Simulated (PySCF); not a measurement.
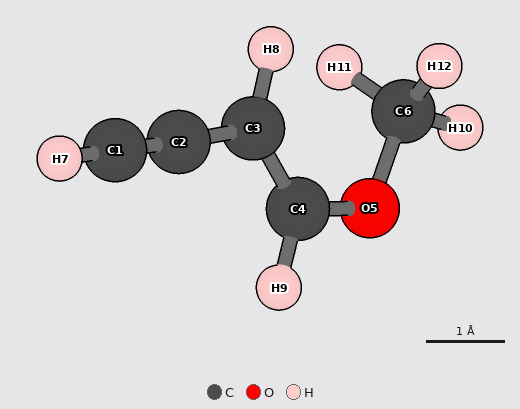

**Figure 1.** The input geometry (ball-and-stick view, seen at a tilt; atoms are numbered from 1 in the order of the input). Bond lengths as drawn: C–C 1.20 to 1.41 Å, C–H 1.05 to 1.09 Å and C–O 1.35 to 1.41 Å.

# Run report: C$_{5}$H$_{6}$O, NMR shielding calculation

System: C$_{5}$H$_{6}$O.
Method: GIAO PBE0/pcSseg-1 NMR shielding, non-relativistic, gas phase (PySCF 2.14.0).

The geometry comes from this level: GFN2-xTB. Figures and captions count atoms from 1; the log counts them from 0 in places.

### Log
```
coarse grid: 10240 points
cycle   1  E = -268.8061444025  dE =  8.752e-01  |g| = 5.143e-01  |ddm| = 3.264e+00
cycle   2  E = -268.7852071777  dE =  2.094e-02  |g| = 6.308e-01  |ddm| = 1.070e+00
cycle   3  E = -268.8598307733  dE = -7.462e-02  |g| = 1.145e-01  |ddm| = 5.844e-01
cycle   4  E = -268.8621106036  dE = -2.280e-03  |g| = 4.384e-02  |ddm| = 1.141e-01
cycle   5  E = -268.8624909952  dE = -3.804e-04  |g| = 2.070e-02  |ddm| = 4.462e-02
cycle   6  E = -268.8625920806  dE = -1.011e-04  |g| = 3.480e-03  |ddm| = 1.671e-02
cycle   7  E = -268.8625939226  dE = -1.842e-06  |g| = 2.251e-03  |ddm| = 4.614e-03
final grid: 99480 points
cycle   8  E = -268.9111610734  dE = -2.097e-05  |g| = 1.263e-02  |ddm| = 6.742e-02
cycle   9  E = -268.9111054954  dE =  5.558e-05  |g| = 2.112e-02  |ddm| = 2.514e-02
cycle  10  E = -268.9111913780  dE = -8.588e-05  |g| = 1.877e-03  |ddm| = 1.718e-02
cycle  11  E = -268.9111922712  dE = -8.932e-07  |g| = 2.741e-04  |ddm| = 1.811e-03
cycle  12  E = -268.9111922851  dE = -1.395e-08  |g| = 1.326e-04  |ddm| = 3.726e-04
cycle  13  E = -268.9111922894  dE = -4.217e-09  |g| = 3.396e-05  |ddm| = 1.272e-04
cycle  14  E = -268.9111922896  dE = -1.980e-10  |g| = 1.773e-05  |ddm| = 3.443e-05
```

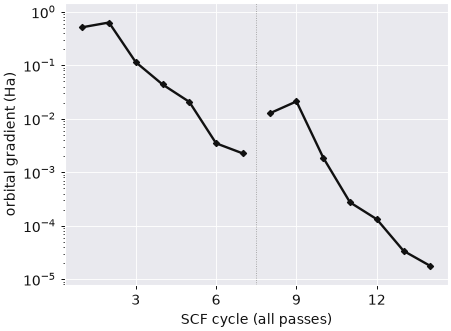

**Figure 2.** Convergence of the self-consistent field: orbital gradient against the SCF cycle. The dotted line marks the change from a coarse to the final integration grid. The first 7 cycles use a coarse grid, the final grid takes over at cycle 8, and the field converges after 14 cycles in all.

```
converged SCF energy = -268.9111922896

GIAO shielding tensors (ppm)
atom      isotropic    diamagn.    paramagn.     s11        s22        s33       span
  0 C      102.111     258.155    -156.045     33.204     55.864    217.264    184.060
  1 C      102.637     250.035    -147.398      0.514     10.128    297.269    296.755
  2 C      100.787     261.502    -160.714     19.930    113.286    169.146    149.216
  3 C       17.206     251.417    -234.211    -93.197     45.032     99.783    192.980
  4 O      204.653     394.104    -189.451     69.845    222.723    321.393    251.548
  5 C      131.112     246.284    -115.172    100.483    113.462    179.392     78.909
  6 H       29.320      33.720      -4.400     25.265     25.285     37.412     12.147
  7 H       27.025      32.077      -5.052     23.044     27.249     30.781      7.737
  8 H       24.479      30.291      -5.811     21.550     23.887     28.001      6.452
  9 H       27.579      27.576       0.002     23.723     26.100     32.912      9.189
 10 H       28.252      29.521      -1.270     25.314     26.136     33.306      7.992
 11 H       28.249      29.763      -1.514     25.311     26.131     33.304      7.993
```

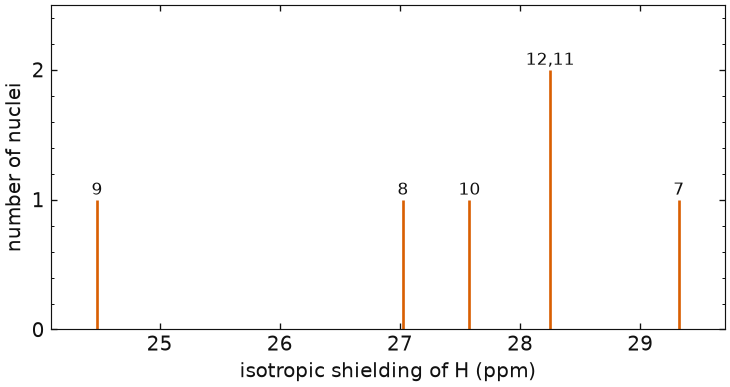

**Figure 3.** Isotropic shieldings of the hydrogen nuclei in this fixed geometry, labelled by atom number; shielding grows to the right, so chemical shift grows to the left. The least shielded is H9 (24.5 ppm), the most shielded H7 (29.3 ppm).

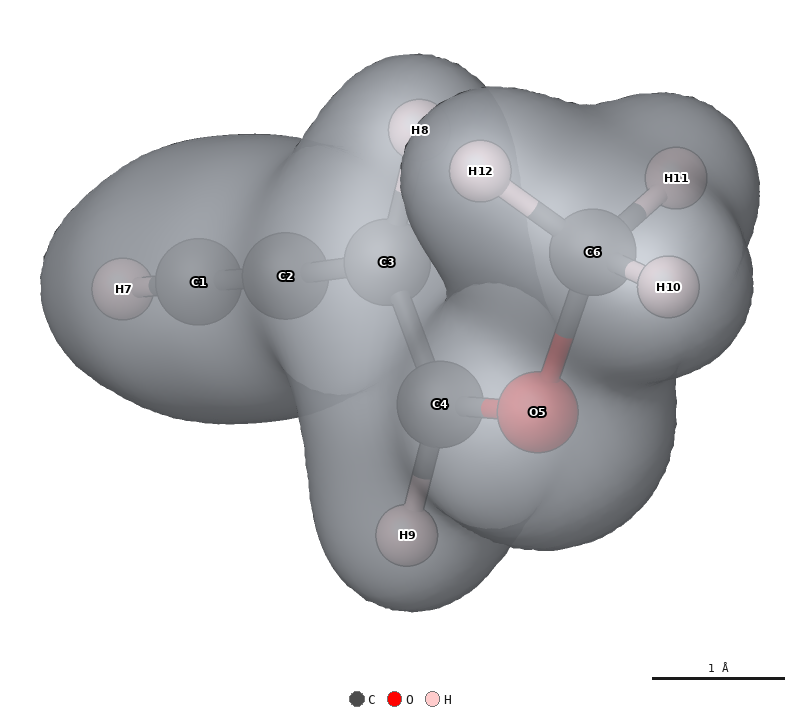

**Figure 4.** Isosurface of the electron density at 0.2 e/Å³ (grey), seen at an oblique angle. At this value the surface is in one piece. On the grid the lowest density along these lines, outside the cores, is 2.7 e/Å³ (C–C, 1.20 Å), 2 e/Å³ (C–O, 1.35 Å), 2 e/Å³ (C–H, 1.05 Å) and 2.3 e/Å³ (C–C, 1.34 Å).

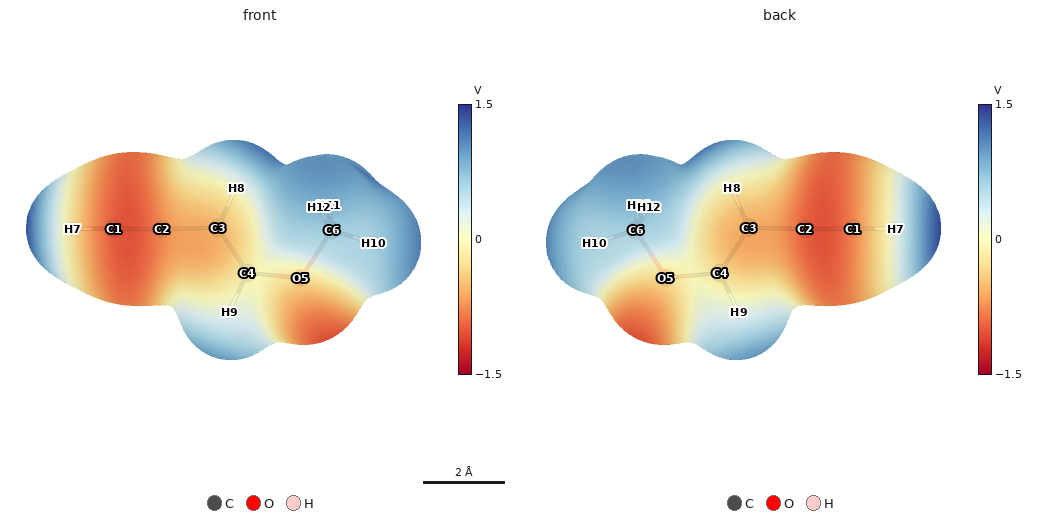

**Figure 5.** The molecular electrostatic potential painted on the density surface at 0.002 e/bohr³, seen face on and from behind; red is negative and blue positive.

The run was set up as follows.

### Input file
```
{"job": {"kind": "nmr", "xc": "PBE0", "basis": "pcSseg-1"}, "charge": 0, "multiplicity": 1}
C      3.066760    -0.346287     1.209615
C      1.933788    -0.165205     0.854664
C      0.602690     0.087900     0.469714
C     -0.023464    -0.678274    -0.427205
O     -1.286510    -0.562527    -0.891685
C     -2.073222     0.490943    -0.387272
H      4.056934    -0.516284     1.509582
H      0.129141     0.934572     0.946214
H      0.471541    -1.521253    -0.890488
H     -3.040163     0.409084    -0.880318
H     -2.208608     0.402169     0.695488
H     -1.627690     1.464475    -0.616523
```

The first line tells a small driver script what to run in PySCF; the rest is the geometry in Å.

Command:
```bash
OMP_NUM_THREADS=1 python <driver script> task.json out
```

### Summary

| quantity | value |
| --- | --- |
| outcome | converged |
| total energy | −268.911192 hartree |
| HOMO | −6.42 eV |
| LUMO | −0.25 eV |
| dipole moment | 1.71 D |
| isotropic shielding, C | 17.2 to 131.1 ppm |
| isotropic shielding, O | 204.7 ppm |
| isotropic shielding, H | 24.5 to 29.3 ppm |
| hardware | 1 CPU thread, shared host |
| wall time | 22 s |
| peak memory | 0.62 GiB |
